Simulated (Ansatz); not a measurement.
The starting structures come from a database of crystals and need not be the phases stable at ambient conditions.

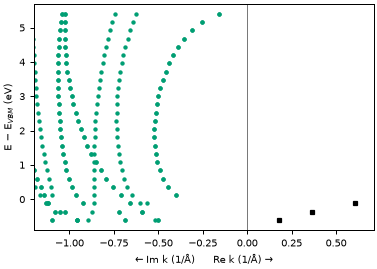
Complex bands at the centre of the two-dimensional zone; r2SCAN (Ansatz, a program for electronic structure)

The gap is the functional's own, uncorrected, and κ follows it; spin-orbit coupling is left out. Mid-gap means the computed energy nearest the middle.

**Question.** This is TlAsF6 (R-3, 8 atoms a cell, 16.2 Å³ an atom, -4 GPa at this level) along the normal of (110). Read off the slowest decay at the centre of the two-dimensional zone at 2.52 eV, the computed energy nearest the middle of the gap.

**Answer.** κ ≈ 0.52 1/Å, a decay length 1/(2κ) of the density of 0.97 Å.
